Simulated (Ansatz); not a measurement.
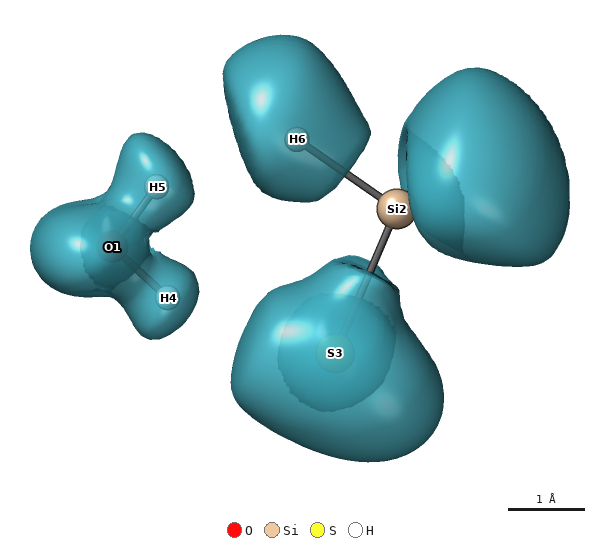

The picture shows: H₃OSSi (charge −1). Isosurface of the electron localisation function at 0.75 (cyan), seen across its widest extent. Only the valence region is drawn (cores and ρ < 0.01 e/Å³ removed).

At this geometry the atoms fall into two loosely joined parts; the highest occupied orbital lies above zero, a sign that basis and functional describe the outermost electron poorly.

Method: RKS PBE/def2-SVP (Ansatz).

```xyz
6

O    -0.6607   -1.9659   -0.2186
Si    0.4548    1.5310    0.6796
S    -0.6757    1.1976   -1.0261
H    -0.8245   -1.1062   -0.6911
H    -0.1359   -1.5922    0.5212
H     0.6032    0.0447    1.2810
```

> Describe the localisation domains.

The surface consists of one region around a hydrogen nucleus, one region on S in which the atom's valence shell and bonds are merged, one lobe on Si, pointing away from the bonds (lone pairs) and one joined region spread over several atoms (H, O), in which their bonds and any lone pairs are merged. Profiles from the grid: Si–S (2.07 Å): the ELF peaks at about 0.85 between the atoms; a covalent bond. O–H (0.98 Å): the ELF climbs to about 1 towards the hydrogen, as it does in any bond to H; a covalent bond by its length.
